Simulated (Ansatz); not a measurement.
# Nb(100) with 4 thermally displaced layers, 2x2: scattering by thermal displacements

How much do lattice vibrations at 273 K scatter the electrons of Nb? Layers with random displacements are laid between perfect leads, and the resistance is followed against their length.

Method: Ansatz plane-wave DFT, PBE, PAW files; ballistic transport by layer matching (Landauer), zero bias; PAW set soft_1, in Ansatz 0.2.0.

### 1. The structure

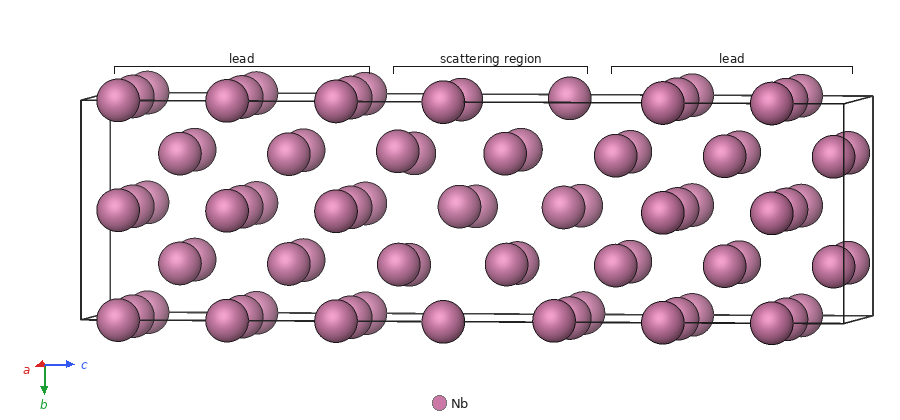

The cell as given, from the side, with the c axis across the page (niobium pink). Some periodic images of atoms are drawn too.

The cell holds 56 atoms: 56 Nb. Its edges and angles: a = 6.613 Å, b = 6.613 Å, c = 23.144 Å, α = 90.0°, β = 90.0°, γ = 90.0°. It derives from Nb. Regions: lead, 40 atoms (40 Nb); scattering region, 16 atoms (16 Nb). The structure is stacked along c, and the current runs across the ab planes.

### 2. With 4 displaced layers

Each atom of 4 layers is moved at random, by amounts drawn from a normal law 0.0762 Å wide in each direction from the Debye model (275 K) at 273 K. The layers about the cell's end stay perfect and serve as the lead. Disorder leaves little or no symmetry, which makes such runs dear. Energies from -0.05 to 0.05 eV in steps of 0.05 eV are too few for the program's thermal sum, so it prints no conductance; for a metal the transmission near the Fermi level serves, at a fraction of the cost.

input.yaml

```yaml
crystal:
  lattice:
    - [6.6126, 0.0, 0.0]
    - [0.0, 6.6126, 0.0]
    - [0.0, 0.0, 23.1441]
  atoms:
    - { symbol: Nb, position: [0.0, 0.0, 0.0357142857] }
    - { symbol: Nb, position: [0.0, 0.5, 0.0357142857] }
    - { symbol: Nb, position: [0.5, 0.0, 0.0357142857] }
    - { symbol: Nb, position: [0.5, 0.5, 0.0357142857] }
    - { symbol: Nb, position: [0.25, 0.25, 0.1071428571] }
    - { symbol: Nb, position: [0.25, 0.75, 0.1071428571] }
    - { symbol: Nb, position: [0.75, 0.25, 0.1071428571] }
    - { symbol: Nb, position: [0.75, 0.75, 0.1071428571] }
    - { symbol: Nb, position: [0.0, 0.0, 0.1785714286] }
    - { symbol: Nb, position: [0.0, 0.5, 0.1785714286] }
    - { symbol: Nb, position: [0.5, 0.0, 0.1785714286] }
    - { symbol: Nb, position: [0.5, 0.5, 0.1785714286] }
    - { symbol: Nb, position: [0.25, 0.25, 0.25] }
    - { symbol: Nb, position: [0.25, 0.75, 0.25] }
    - { symbol: Nb, position: [0.75, 0.25, 0.25] }
    - { symbol: Nb, position: [0.75, 0.75, 0.25] }
    - { symbol: Nb, position: [0.0, 0.0, 0.3214285714] }
    - { symbol: Nb, position: [0.0, 0.5, 0.3214285714] }
    - { symbol: Nb, position: [0.5, 0.0, 0.3214285714] }
    - { symbol: Nb, position: [0.5, 0.5, 0.3214285714] }
    - { symbol: Nb, position: [0.2499212925, 0.2620612292, 0.3952999844] }
    - { symbol: Nb, position: [0.2583466633, 0.7686632474, 0.3888859543] }
    - { symbol: Nb, position: [0.7427716846, 0.2347737668, 0.3925021989] }
    - { symbol: Nb, position: [0.7615149783, 0.7497469577, 0.3944906047] }
    - { symbol: Nb, position: [0.9779703039, 0.001695537, 0.461298183] }
    - { symbol: Nb, position: [0.0204688769, 0.5102246892, 0.4674129345] }
    - { symbol: Nb, position: [0.4993329767, 0.0070658316, 0.4664528482] }
    - { symbol: Nb, position: [0.4960293016, 0.4942656822, 0.4639076451] }
    - { symbol: Nb, position: [0.243019603, 0.2431477227, 0.5347808284] }
    - { symbol: Nb, position: [0.2416019027, 0.7588351712, 0.5304566713] }
    - { symbol: Nb, position: [0.7594950392, 0.2427876988, 0.5339159232] }
    - { symbol: Nb, position: [0.7344257693, 0.7483369991, 0.5348984723] }
    - { symbol: Nb, position: [0.0022073388, 0.9938459921, 0.6074516962] }
    - { symbol: Nb, position: [0.0209796502, 0.5047154525, 0.6052530841] }
    - { symbol: Nb, position: [0.5109886221, 0.9985150218, 0.6090991191] }
    - { symbol: Nb, position: [0.5070645075, 0.4954913124, 0.6007843619] }
    - { symbol: Nb, position: [0.25, 0.25, 0.6785714286] }
    - { symbol: Nb, position: [0.25, 0.75, 0.6785714286] }
    - { symbol: Nb, position: [0.75, 0.25, 0.6785714286] }
    - { symbol: Nb, position: [0.75, 0.75, 0.6785714286] }
    - { symbol: Nb, position: [0.0, 0.0, 0.75] }
    - { symbol: Nb, position: [0.0, 0.5, 0.75] }
    - { symbol: Nb, position: [0.5, 0.0, 0.75] }
    - { symbol: Nb, position: [0.5, 0.5, 0.75] }
    - { symbol: Nb, position: [0.25, 0.25, 0.8214285714] }
    - { symbol: Nb, position: [0.25, 0.75, 0.8214285714] }
    - { symbol: Nb, position: [0.75, 0.25, 0.8214285714] }
    - { symbol: Nb, position: [0.75, 0.75, 0.8214285714] }
    - { symbol: Nb, position: [0.0, 0.0, 0.8928571429] }
    - { symbol: Nb, position: [0.0, 0.5, 0.8928571429] }
    - { symbol: Nb, position: [0.5, 0.0, 0.8928571429] }
    - { symbol: Nb, position: [0.5, 0.5, 0.8928571429] }
    - { symbol: Nb, position: [0.25, 0.25, 0.9642857143] }
    - { symbol: Nb, position: [0.25, 0.75, 0.9642857143] }
    - { symbol: Nb, position: [0.75, 0.25, 0.9642857143] }
    - { symbol: Nb, position: [0.75, 0.75, 0.9642857143] }
kpoints:
  mp_grid: { grid: [4, 4, 1] }
hamiltonian:
  xc: pbe
  pseudopotentials: { kind: paw, azcp: { folder: soft_1 } }
scf:
  occupations: { method: fermi_dirac, width: 0.1 }
output:
  transmission: { leads: [[0, 4]], kmesh: [8, 8], e_range: [-0.05, 0.05], de: 0.05 }
  write_potential: true
  write_density: true
  volumetric_format: npy
  elf: true
```

Launch:

```
$ ansatz run input.yaml --threads 4 --pin off --max-ram 15360MiB --backend cpu --events-out ev --progress --plain --runs-dir out
```

Numbers of over 12 decimals in the logs are rounded to 6 here.

What it wrote:

```text
Engine: ansatz 0.2.0, aarch64-unknown-linux-gnu
Pseudopotentials: kind: paw
Pseudopotential: Nb, paw, valence charge 13, recommended cutoff 420 eV (normal), soft_1/Nb.paw.azcp
Functional definition: PBE
  parameter kappa = 0.804
  parameter beta = 0.066725
  exchange = pbe_x(kappa = kappa, mu = beta*pi^2/3)
  correlation = pbe_c(beta = beta)
Crystal: 56 atoms, lattice volume = 1012.010 Å³
Basis set: ecut = 420 eV, 19757 PW (Γ)
Bands: 437, of which v1, the nominal top of the filled ones, is band 364 counted from 1 (363 counted from 0)
Symmetry: 1 space group operations
Space group: P1 (ITA 1), of the structure as read, at distance tolerance 1.0e-4 Å
k-points: 10 of 16 (time reversal used)
Non-local potential: Nb, projectors of the file, l = 0: 3, l = 1: 2, l = 2: 2, l = 3: 1
PAW form: soft (Blöchl's): semilocal exchange-correlation on the pseudo side does not see the compensation charge
PAW one-centre angular grid: Nb, 590 points (default); XC on 64 Gauss nodes
Initial density: superposition of atomic densities (chi_scale 0.1, normalization cell)
Initial wavefunctions: pseudopotential atomic-orbital guess
Functional: x = pbe(κ = 0.804, μ = 0.219515), c = pbe(β = 0.066725)
SCF iter   1: F=—  HF=-254955.369375 eV  |F-HF|=—  |Δ(HF+E_count)|=         —  Δρ=7.75e-2  dr2=7.05e1  ethr=3.10e-3  ⟨swp⟩=5.9  Hψ=17154  notcnv=0  defer=1
preconditioner: auto → Kerker (q_TF=auto, 2.583 Å⁻¹)  [metal: Δε(μ)=0.004 eV  Ē_g=3.743 eV  σ=0.100 eV  W_gap=0.01  n_scr=294 (ndim 8)  ℏωp=19.5 eV  f_vac=0.000  D(μ)=75.98/eV (n_scr^D=862)]
SCF iter   2: F=—  HF=-254937.708013 eV  |F-HF|=—  |Δ(HF+E_count)|=    1.77e1  Δρ=4.60e-2  dr2=2.31e1  ethr=3.10e-3  ⟨swp⟩=3.0  Hψ=9200  notcnv=0  defer=52
SCF iter   3: F=—  HF=-254930.276835 eV  |F-HF|=—  |Δ(HF+E_count)|=    7.43e0  Δρ=6.00e-3  dr2=1.84e-1  ethr=3.10e-3  ⟨swp⟩=3.2  Hψ=8169  notcnv=0  defer=52
SCF iter   4: F=—  HF=-254930.312542 eV  |F-HF|=—  |Δ(HF+E_count)|=   3.57e-2  Δρ=8.09e-4  dr2=7.62e-3  ethr=2.53e-5  ⟨swp⟩=4.0  Hψ=8515  notcnv=0  defer=3
SCF iter   5: F=—  HF=-254930.313014 eV  |F-HF|=—  |Δ(HF+E_count)|=   4.73e-4  Δρ=1.59e-4  dr2=1.52e-4  ethr=1.05e-6  ⟨swp⟩=2.8  Hψ=8109  notcnv=0  defer=3
SCF iter   6: F=—  HF=-254930.313084 eV  |F-HF|=—  |Δ(HF+E_count)|=   7.01e-5  Δρ=2.49e-5  dr2=4.39e-6  ethr=2.08e-8  ⟨swp⟩=2.4  Hψ=7260  notcnv=0  defer=3
SCF iter   7: F=—  HF=-254930.312379 eV  |F-HF|=—  |Δ(HF+E_count)|=   7.06e-4  Δρ=3.63e-6  dr2=1.00e-7  ethr=6.02e-10  ⟨swp⟩=2.0  Hψ=5626  notcnv=0  defer=3
SCF iter   8: F=-254930.312379 eV  HF=-254930.312379 eV  |F-HF|=5.53e-10  |Δ(HF+E_count)|=   1.70e-8  Δρ=7.41e-7  dr2=4.45e-9  ethr=1.37e-11  ⟨swp⟩=8.1  Hψ=10717  notcnv=0
SCF 1 converged in 8 iterations: F = -254930.312379 eV  dr2 = 4.45e-9
  greatest PAW one-centre occupation: 0.998 electrons in one spin orbital (limit 2), on the Nb atom at site 27 (counted from 0), in its partial waves of l = 0
transmission: 144 of 1428 steps passed
transmission: 288 of 1428 steps passed
[...]
transmission: 1428 of 1428 steps passed
SCF converged after 8 iterations
Free energy (F): -254930.312379 eV
Harris-Foulkes:  -254930.312379 eV  (|F-HF|=5.53e-10)
Internal energy: -254927.682651 eV  (E = F + TS)
E sigma→0 (E₀):  -254928.997515 eV
Entropy (-TS):   -2.629728 eV (-46.959 meV/atom)
Fermi energy:    17.742717 eV
--- Per-component energies (eV) ---
  E_band       = -3809.598226
  E_kinetic    = 20915.936235
  E_local      = -36429.041237  (includes V_loc(G=0)·N_el)
  E_nonlocal   = 5318.989868
  E_hartree    = 12115.510260
  E_xc         = -9288.418736
  E_vxc        = -11246.911712  (∫ρ·V_xc dr)
  E_paw        = -172605.431147  (= ΣΔE_a)
  E_vpaw       = -6599.595716  (= ΣTr[D̂ρ^β])
  E_aug_tail   = 0.002178  (compensation charges beyond the density's cutoff)
  E_ewald      = -74955.230073
  E_smearing   = -2.629728  (= −TS)
  E_closure    = -0.000000  (closes the sum)
  Σ components = -254930.312379   (vs F -254930.312379, Δ=0.00e0)
--- Band table (eV; the first three rows and the last of 10) ---
  k-point 0: bands = [... 360 lower, 18.0851, 18.0892, 18.0912, 18.0990, 18.1128, 18.1416, 18.2442, 18.2867, ... 69 higher]
  k-point 1: bands = [... 360 lower, 17.9208, 17.9543, 17.9734, 17.9955, 18.0102, 18.0516, 18.0784, 18.1738, ... 69 higher]
  k-point 2: bands = [... 360 lower, 17.6690, 17.6817, 17.6849, 17.7013, 17.7096, 17.7427, 17.7510, 17.7608, ... 69 higher]
  k-point 9: bands = [... 360 lower, 17.1081, 17.1147, 17.1272, 17.1373, 17.1453, 17.1575, 17.1866, 17.2080, ... 69 higher]
--- Transmission ---
  basis      : 385 plane waves across, 42 finite elements along
  points     : 34, standing for a mesh of 8 x 8
  energies   : 3 from -0.050000 to 0.050000 eV about the Fermi level, 0.050000 eV apart; the leads are filled to 0.000000 eV, and channels, transmission and decay are at 0.000000 eV
  crystal 0  : Nb4, at the sites [0, 4], period 1.6531 Å, over 16.53 Å; its Hamiltonian steps by up to 1.4 meV
    offset         : up to 0.0000 Å between an atom of the period and one for which it stands
    channels       : 1.060938e1 a spin
    conductance    : none, the energies end too early or step too widely for 300 K: set another output.transmission.e_range or a lower de, or, where they end at an eighth of basis.ecutwfc, a higher one
  junction   : crystal 0 to crystal 0, 0.70 to 22.19 Å
    transmission   : 8.379630e0 a spin
    conductance    : none, the energies end too early or step too widely for 300 K: set another output.transmission.e_range or a lower de, or, where they end at an eighth of basis.ecutwfc, a higher one
```

Elapsed: 18 min, on 4 threads of Arm Neoverse V2, shared host; peak memory 8.3 GiB.

This step gave:

| Quantity | Value |
| --- | --- |
| free energy | -254930.3124 eV |
| energy at zero smearing | -254928.9975 eV |
| Fermi energy | 17.74 eV |
| cell area | 43.73 Å² |
| transmission per spin nearest the Fermi level | 8.380 |
| open channels per spin nearest the Fermi level | 10.61 |
| step of the lead's potential | 1.4 meV |

Per spin. Table of transmission, zone mean by energy, zero at the Fermi level:

```csv
energy (eV),"transmission, zone mean"
-0.0500,8.83
0.0000,8.38
0.0500,8.29
```

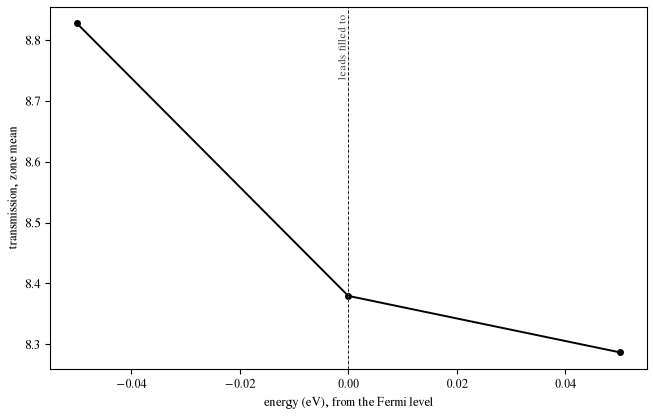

Transmission, zone mean, plotted against energy.

Per spin. Table of open channels, zone mean, lead by energy, zero at the Fermi level:

```
energy (eV)  open channels, zone mean, lead
    -0.0500                            11.4
     0.0000                            10.6
     0.0500                            10.2
```

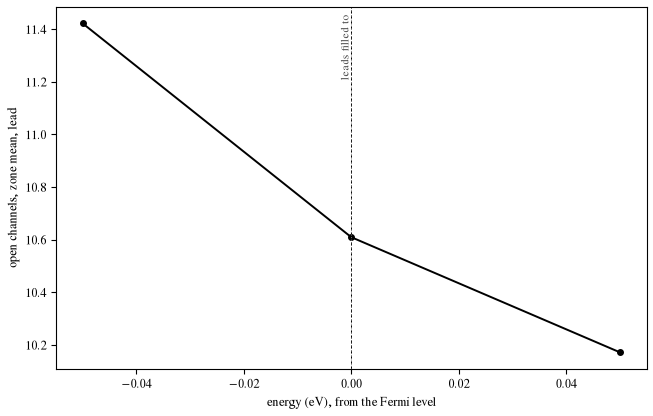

Open channels, zone mean, lead against energy.

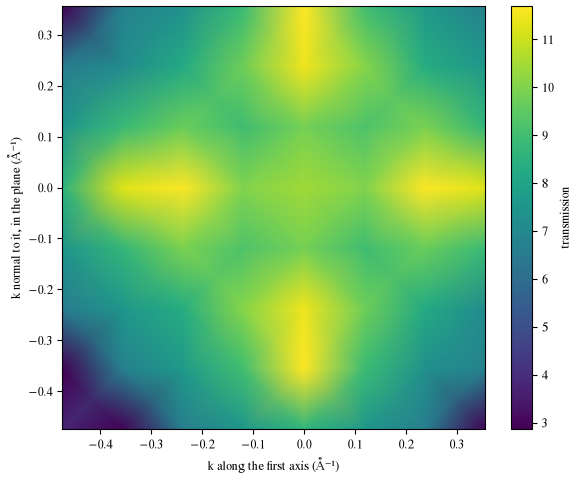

Transmission over k1 and k2. At 0.0000 eV from the Fermi level.

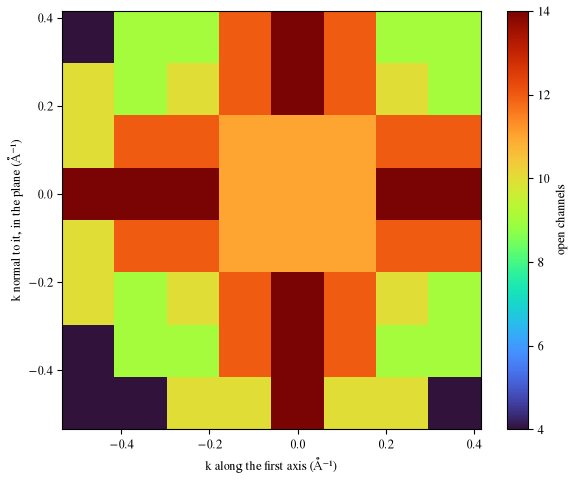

Open channels over k1 and k2. At 0.0000 eV from the Fermi level.

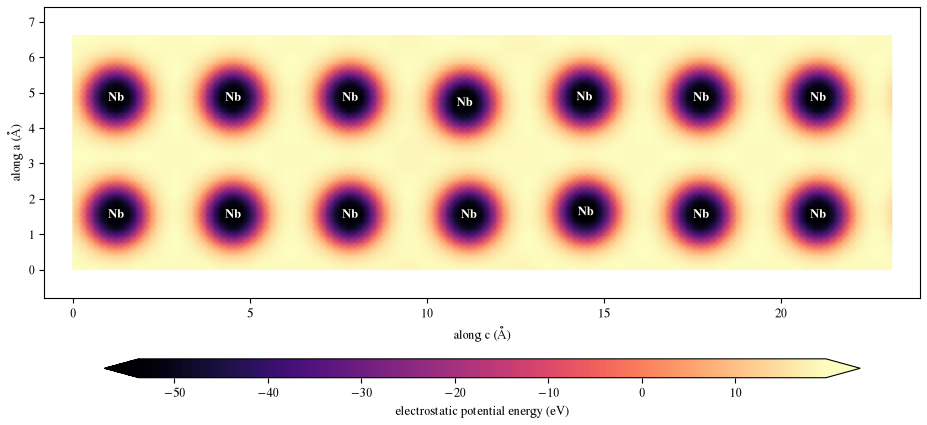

Electrostatic potential energy in the ca plane at fractional y = 0.000, with atoms of Nb within 0.2 Å of it. With pseudopotentials it is smooth inside the atoms' cores, unlike the true potential. The map starts off the cell's origin, so that atoms lie inside it.

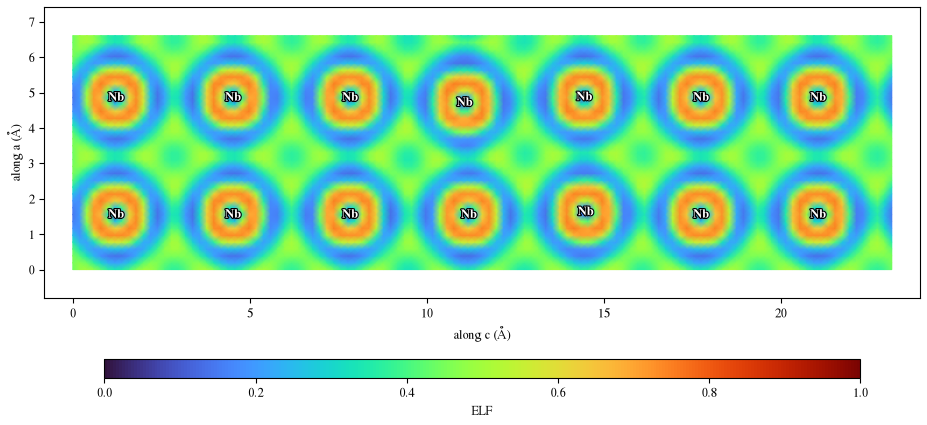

ELF in the ca plane at fractional y = 0.000, with atoms of Nb within 0.2 Å of it. It is the smooth field of the valence electrons, not physical close to the nuclei. The map starts off the cell's origin, so that atoms lie inside it.

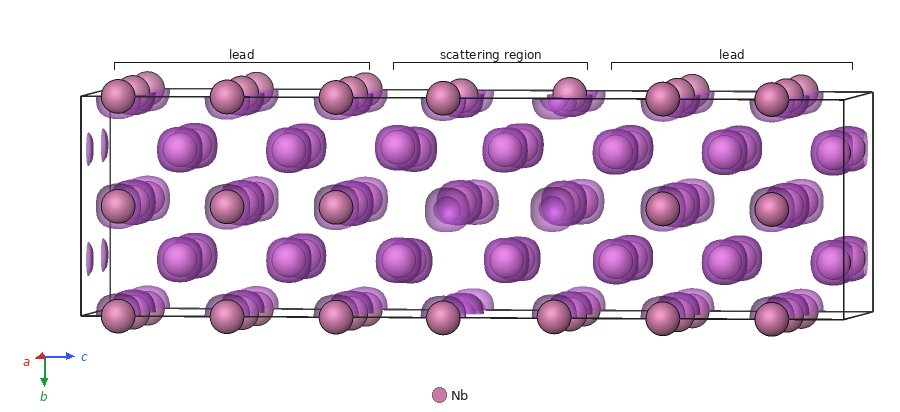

Surface of ELF = 0.68.

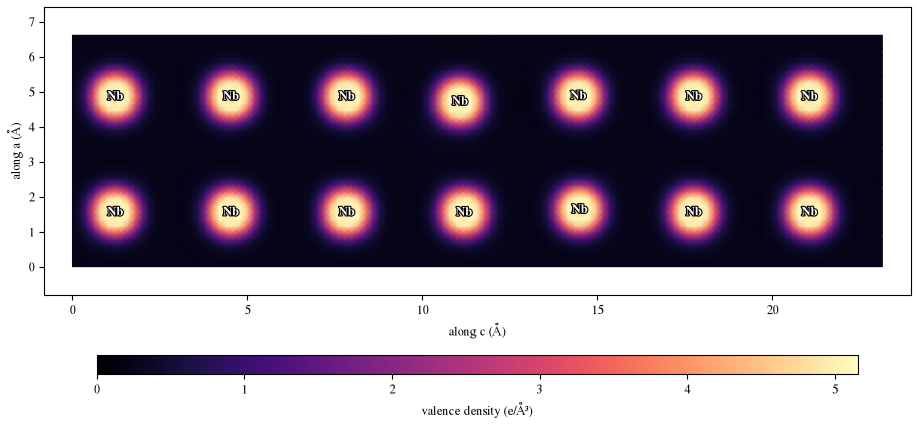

Valence density in the ca plane at fractional y = 0.000, with atoms of Nb within 0.2 Å of it. It is the smooth field of the valence electrons, not physical close to the nuclei. The map starts off the cell's origin, so that atoms lie inside it.

Over the solved energies the transmission per spin lies between 8.29 and 8.83, out of 10.7 channels of the lead on average (up to 11.4).

(Continued in part 2 of 3.)

[Logs are printed without paths, hosts, clocks, repeated set-up lines and the standing remarks that a program may print on its own settings, such as how far it seeks lower states.]

[Hosts, paths, dates, database ids (printed as entryN), source tags and the programs' standing remarks are cut or masked in the printed files.]
